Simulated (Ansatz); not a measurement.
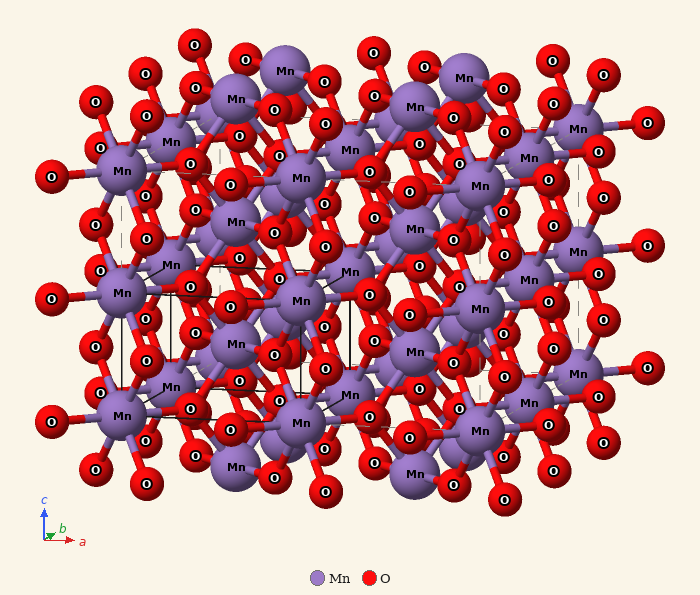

System MnO₂ (space group P4_2/mnm, No. 136); source of the atomic positions: the end point of a relaxation at fixed volume with Ansatz 0.2.0, DFT PBE+U, scalar-relativistic, plane waves, PAW.

Bonds are taken as Mn–O below 2.1 Å; no other contact counts. Atoms with one bond or none are removed and atoms with two bonds are replaced by edges, until no such atom is left.

What kind of net remains, and which atoms are its nodes?

A binodal (3,6)-connected, three-periodic net: O is a 3-connected node; Mn is a 6-connected node, in the ratio 2:1.

Does the net have a name?

It is the rtl net, known from rutile.

Is the net interpenetrated?

It is a single net, without interpenetration.

Give the first four terms of the coordination sequence (nodes one, two, three … edges away).

O: 3, 14, 19, 62; Mn: 6, 10, 38, 34.

How many nodes does the smallest cycle have?

Four.
